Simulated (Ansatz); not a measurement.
**UHF/STO-3G run of CH2F3Si (SMILES [CH2][Si](F)(F)F)**

What is the electronic atomisation energy of CH2F3Si at UHF/STO-3G? 

The calculation is run with Ansatz 0.2.0.

64 further runs of the same task are left out: 64 set aside as unsound or not needed.

## Step 1: The molecule

The species is CH2F3Si (7 atoms), meant as a doublet with charge 0. SMILES: `[CH2][Si](F)(F)F`. The coordinates come from a PBE0-D4/def2-TZVP relaxation.

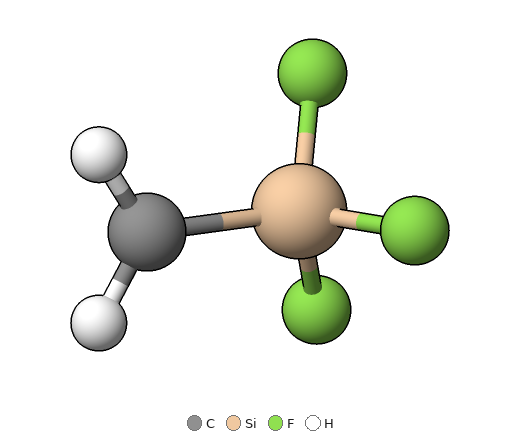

The structure, seen from a chosen angle (carbon grey, silicon light orange, fluorine green, hydrogen white).

## Step 2: A single-point energy at UHF/STO-3G

Input file job.yaml:

```yaml
crystal:
  periodic: [false, false, false]
  atoms:
    - symbol: C
      position_ang: [-0.691800, 0.401700, 0.763500]
    - symbol: Si
      position_ang: [0.442900, -0.260900, -0.483500]
    - symbol: F
      position_ang: [0.009400, 0.178500, -1.934200]
    - symbol: F
      position_ang: [0.495400, -1.838000, -0.481100]
    - symbol: F
      position_ang: [1.916900, 0.241300, -0.236600]
    - symbol: H
      position_ang: [-1.731100, 0.616200, 0.542200]
    - symbol: H
      position_ang: [-0.380400, 0.593100, 1.784100]
basis:
  gaussian:
    orbitals: STO-3G
magnetization:
  spin_polarized: true
  initial_magnetization: 1
hamiltonian:
  xc: hf
accuracy: high
output:
  orbitals: {seedname: orbitals}
```

Command:

```sh
$ ansatz run job.yaml --threads 1 --pin off --max-ram 3480MiB --events-out events.jsonl --progress --plain --runs-dir runs
```

The program printed:

```text
Warning: RAYON_NUM_THREADS=1 ignored (pool sized by the plan → 1); use --threads N
Functional definition: HF
  name "HF"
  exchange = exact_x
  correlation = 0
655 factors; integrals over basis functions are off by at most 1.2e-8 eV
mean field evaluation 1: about -16821.8365 eV, gradient 1.9e1 eV
mean field evaluation 2: about -16821.9198 eV, gradient 1.9e1 eV
mean field evaluation 4: about -16825.2067 eV, gradient 1.4e0 eV
mean field evaluation 8: about -16825.2357 eV, gradient 2.0e-2 eV
mean field -16825.23573641 eV, -618.3160087588 hartree, gradient 1.7e-8 eV, S^2 0.764891; 0 other end points of the search recorded, 0 dependent functions left out
reference -16825.23573641 eV, -618.3160087588 hartree; 25, 24 occupied and 6, 7 virtual orbitals, 655 factors
Total energy: -16825.23573641 eV, -618.3160087588 hartree
```

It took 0.3 s on 1 thread of Arm Neoverse V2, shared host.

## Step 3: The C atom at the same level

Input file run.yaml:

```yaml
crystal:
  periodic: [false, false, false]
  atoms:
    - {symbol: C, position_ang: [0.000000, 0.000000, 0.000000]}
basis:
  gaussian: {orbitals: STO-3G}
total_charge: 0
magnetization: {spin_polarized: true, initial_magnetization: 2}
hamiltonian: {xc: hf}
accuracy: high
```

Run the same way, it converges to -37.19839 Eh (log not shown).

## Step 4: The F atom at the same level

Input file in.yaml:

```yaml
crystal:
  periodic: [false, false, false]
  atoms:
    - {symbol: F, position_ang: [0.000000, 0.000000, 0.000000]}
basis:
  gaussian:
    orbitals: STO-3G
accuracy: high
hamiltonian:
  xc: hf
magnetization:
  spin_polarized: true
  initial_magnetization: 1
```

Run the same way, it converges to -97.98651 Eh (log not shown).

## Step 5: The H atom

Input file in.yaml:

```yaml
basis:
  gaussian:
    orbitals: STO-3G
crystal:
  periodic: [false, false, false]
  atoms:
    - symbol: H
      position_ang: [0.000000, 0.000000, 0.000000]
accuracy: high
hamiltonian:
  xc: hf
magnetization:
  spin_polarized: true
  initial_magnetization: 1
```

Run the same way, it converges to -0.46658 Eh (log not shown).

## Step 6: The Si atom, same level

Input file run.yaml:

```yaml
crystal:
  periodic: [false, false, false]
  atoms:
    - {symbol: Si, position_ang: [0.000000, 0.000000, 0.000000]}
basis:
  gaussian:
    orbitals: STO-3G
magnetization:
  spin_polarized: true
  initial_magnetization: 2
hamiltonian:
  xc: hf
accuracy: high
```

Command:

```sh
$ ansatz run run.yaml --threads 1 --pin off --max-ram 3480MiB --events-out events.jsonl --progress --plain --runs-dir runs
```

The program printed:

```text
Warning: RAYON_NUM_THREADS=1 ignored (pool sized by the plan → 1); use --threads N
[... 4 set-up lines as earlier in the session ...]
42 factors; integrals over basis functions are off by at most 2.5e-9 eV
mean field evaluation 1: about -7767.9286 eV, gradient 9.3e-1 eV
mean field evaluation 2: about -7767.9294 eV, gradient 9.3e-1 eV
mean field evaluation 4: about -7767.9315 eV, gradient 4.9e-6 eV
mean field evaluation 8: about -7767.9314 eV, gradient 2.1e-1 eV
mean field -7767.93148641 eV, -285.4662168327 hartree, gradient 2.1e-9 eV, S^2 2.000003; 0 other end points of the search recorded, 0 dependent functions left out
reference -7767.93148641 eV, -285.4662168327 hartree; 8, 6 occupied and 1, 3 virtual orbitals, 42 factors
Total energy: -7767.93148641 eV, -285.4662168327 hartree
```

It took 0.04 s on 1 thread of Arm Neoverse V2, shared host.

## Step 7: Outcome

At UHF/STO-3G:

| quantity | value |
| --- | --- |
| molecule: total energy | -618.31601 Eh |
| molecule: HOMO energy (highest over α and β) | -10.11 eV |
| molecule: LUMO energy (lowest over α and β) | 7.42 eV |
| molecule: ⟨S²⟩ | 0.765 |
| C atom: total energy | -37.19839 Eh |
| C atom: ⟨S²⟩ | 2.000 |
| F atom: total energy | -97.98651 Eh |
| F atom: ⟨S²⟩ | 0.750 |
| H atom: total energy | -0.46658 Eh |
| H atom: ⟨S²⟩ | 0.750 |
| Si atom: total energy | -285.46622 Eh |
| Si atom: ⟨S²⟩ | 2.000 |
| electronic atomisation energy | 20.646 eV |

In words: Taking the molecule apart into free atoms costs 20.65 eV (1992 kJ/mol), before zero-point energy and without spin-orbit coupling. Hartree–Fock lacks the correlation of the bonding pairs, which as a rule makes this value much too low; in minimal bases other errors can mask that. In a minimal basis such a difference can be off by several eV, whatever the method.
